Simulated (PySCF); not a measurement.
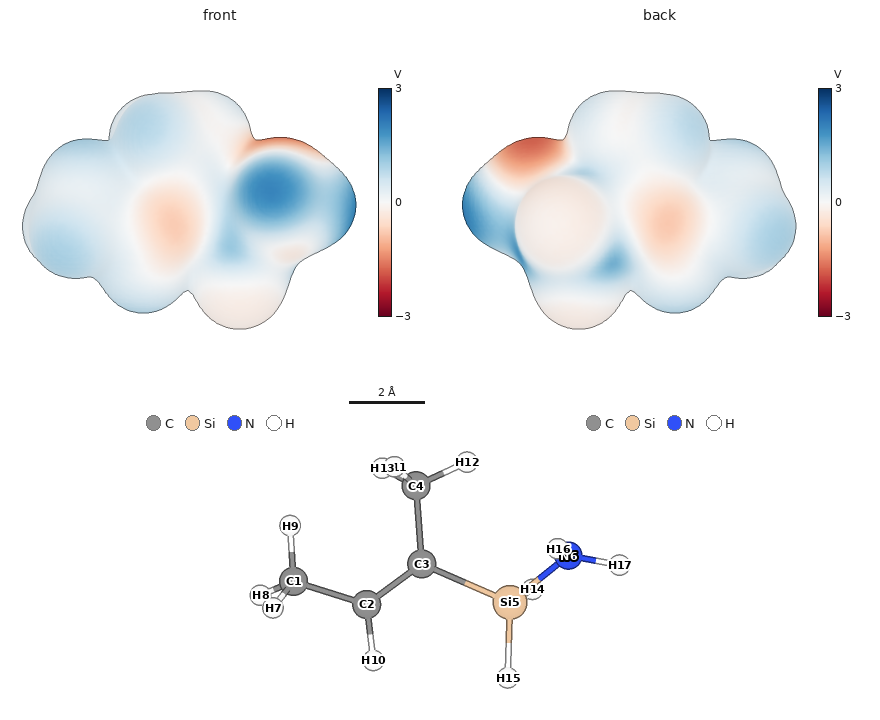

*C4H11NSi. The molecular electrostatic potential painted on the density surface at 0.004 e/bohr³, seen from the front and from behind; red is negative and blue positive. The bare structure is drawn below in the same view.*

Geometry: GFN2-xTB.

All numbers below come from PBE0/pcSseg-1, SCF density, gas phase, non-relativistic (PySCF).

```xyz
17

C     2.5219    0.3691    0.3904
C     1.1252    0.8113    0.0904
C     0.0779    0.0322   -0.1695
C     0.1924   -1.4690   -0.1911
Si   -1.6077    0.7717   -0.5766
N    -2.7539   -0.1447    0.3347
H     2.8877    0.8655    1.2892
H     3.1831    0.6505   -0.4306
H     2.5874   -0.7056    0.5310
H     0.9937    1.8866    0.0823
H     0.5804   -1.8463    0.7553
H    -0.7791   -1.9226   -0.3653
H     0.8671   -1.7906   -0.9845
H    -1.9930    0.5417   -1.9728
H    -1.5759    2.2174   -0.2984
H    -2.5805   -0.2917    1.3167
H    -3.7337    0.0365    0.1889
```

Question: Describe the electrostatic potential map.

Answer: The most negative region (about −1.7 V, or −39 kcal/mol for a unit charge) lies over N6, the most positive (about +2.0 V, or +46 kcal/mol for a unit charge) over H16 and H17. N6 is the likeliest acceptor of a hydrogen bond.

Question: What dipole moment does the calculation give?

Answer: Its dipole moment is 1.06 D.
